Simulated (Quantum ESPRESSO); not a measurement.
# Changing the functional: PW91, GBRV ultrasoft, PBE files against PBE, 14 surfaces

How far does the work function move when only the functional is swapped on fixed atoms, and is the shift the same for all surfaces?

Set-up. Quantum ESPRESSO 7.5 (pw.x, pp.x): slabs at the tabulated lattice constant, outer layers relaxed under PBE by Ansatz 0.2.0 (PAW) or by pw.x, 16 to 19 Å of vacuum, cold smearing of 0.02 Ry, SCF threshold 1e-7 Ry, k-spacings of 0.17 to 0.35 Å⁻¹ (2π included); slabs of magnetic metals were started with moments, and † marks those that keep one. The work function is the vacuum level of the electrostatic potential less the Fermi level. Covered slabs use open boundaries (ESM, bc1). The reference is PBE with GBRV ultrasoft files; atoms and mesh stay. The files were made under PBE and input_dft overrides the functional.

The runs side by side:

```tsv
surface	PBE, GBRV (eV)	PW91, GBRV ultrasoft, PBE files (eV)	shift (eV)	cutoff (Ry), new and old	CPU time, new over old
K(110), 5 layers + P on longbridge, sunk into the top layer	2.17	2.20	+0.03	40, 40	1.2
K(100), 7 layers	2.22	2.22	0.00	40, 40	1.0
Ca(111), 5 layers + C on fcc, sunk into the top layer	2.27	2.28	+0.01	40, 40	0.9
Ba(100), 7 layers	2.35	2.35	+0.01	40, 40	0.9
K(110), 5 layers	2.35	2.36	+0.01	40, 40	0.8
Ba(110), 5 layers	2.41	2.41	+0.01	40, 40	1.1
Sr(110), 7 layers	2.55	2.57	+0.01	40, 40	0.9
Sr(111), 5 layers + Na on fcc	2.59	2.60	0.00	40, 40	0.9
Ca(111), 5 layers	2.96	2.96	0.00	40, 40	0.9
V(100), 5 layers + Mg on hollow	3.28	3.29	+0.01	40, 40	0.9
Na(110), 5 layers + N on longbridge, sunk into the top layer	3.29	3.33	+0.04	40, 40	1.1
Sc(0001), 6 layers	3.52	3.52	0.00	40, 40	1.0
Nb(100), 7 layers	3.62	3.64	+0.01	40, 40	0.9
Ca(100), 5 layers + In on top	3.65	3.71	+0.06	40, 40	0.9
```

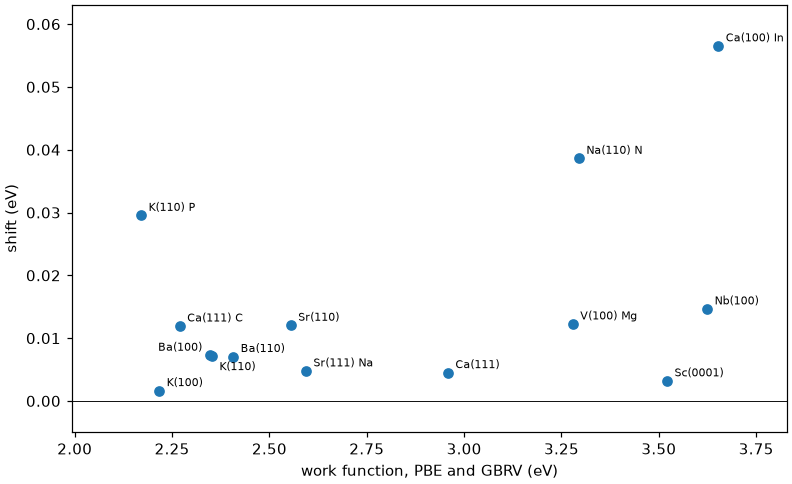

Shift of the work function against its PBE value.

**Answer.** The shift runs from 0.00 eV (K(100), 7 layers) to +0.06 eV (Ca(100), 5 layers + In on top), with a median of +0.01 eV. It is nearly rigid: all surfaces lie within 0.05 eV of the median. The new level costs 0.9 times the reference's CPU time in the median.

Caveats: Rows were grouped by their PBE work function; over all 41 surfaces run at this level the shift spans 0.00 to +0.07 eV. Levels carry 0.01 to 0.02 eV of SCF slack. CPU times come from shared hosts of several kinds and are rough.

[Logs are printed without paths, hosts, clocks, repeated set-up lines and the standing remarks that a program may print on its own settings, such as how far it seeks lower states.]
